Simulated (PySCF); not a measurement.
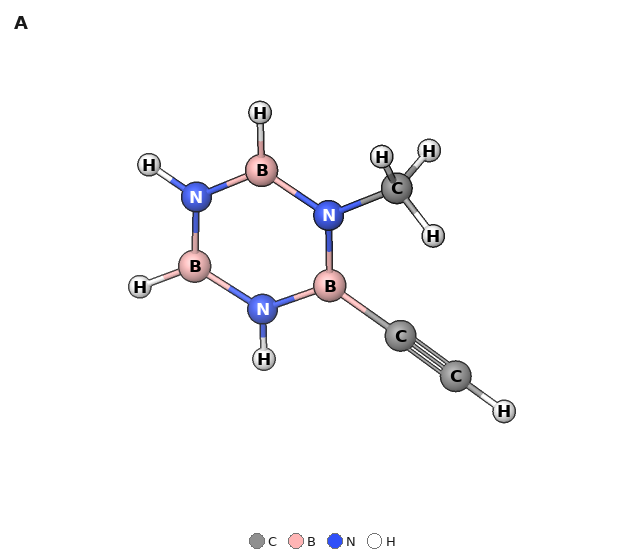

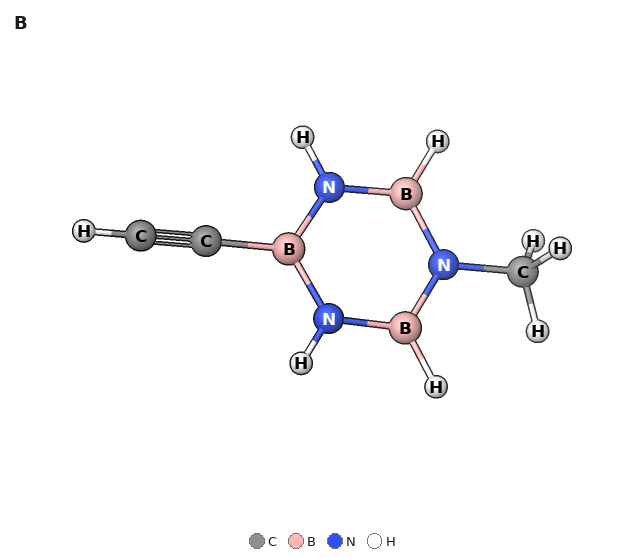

2 stationary structures of one formula. Geometries: GFN2-xTB. Electronic energies: PBE0/pcSseg-1 (PySCF 2.14.0), without zero-point energy. No frequency run is at hand to confirm each as a minimum.

Which is lowest in energy, and by how much?

B is lowest; A lies 0.8 kJ/mol above it. A is `C#CB1NBNBN1C`, B is `C#CB1NBN(C)BN1`.

The geometry is semi-empirical. Around B such bond lengths and angles can be off by a tenth of an ångström or more and by several degrees, and values that hang on the shape move with them.
